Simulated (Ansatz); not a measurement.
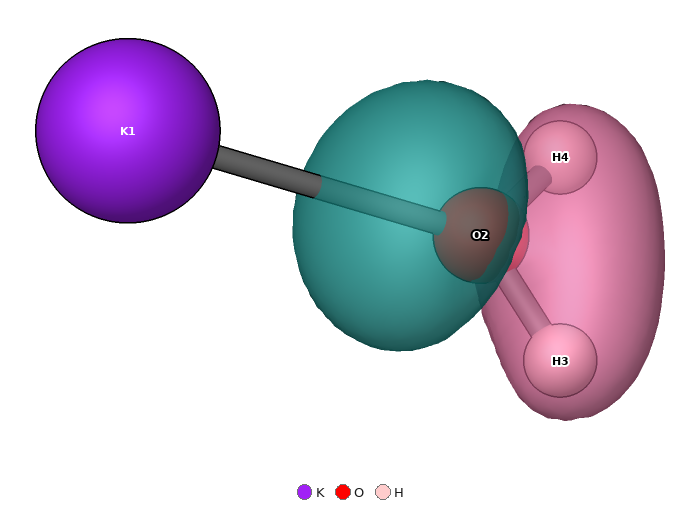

Figure. H₂KO (charge +1). The HOMO−1 at ±0.2 Å⁻³ᐟ² (teal and pink are the two phases), seen at a tilt.

Geometry: PBE0-D4/def2-TZVP.

Level of theory: RKS PBE0-D4/def2-TZVPPD in Ansatz.

```yaml
atoms:
  - { symbol: K, position_ang: [0.0125, -0.0660, -2.2630] }
  - { symbol: O, position_ang: [-0.0021, 0.0110, 0.3619] }
  - { symbol: H, position_ang: [-0.7624, -0.0547, 0.9487] }
  - { symbol: H, position_ang: [0.7519, 0.1098, 0.9523] }
```

What is the character of this orbital?

Answer. It lies mainly on O2 (about 80 %), H3 (about 10 %) and H4 (about 10 %); it is symmetric in the molecular plane (an in-plane orbital: σ, lone-pair or in-plane π type); largely a lone pair of O2. Its energy is −16.58 eV.
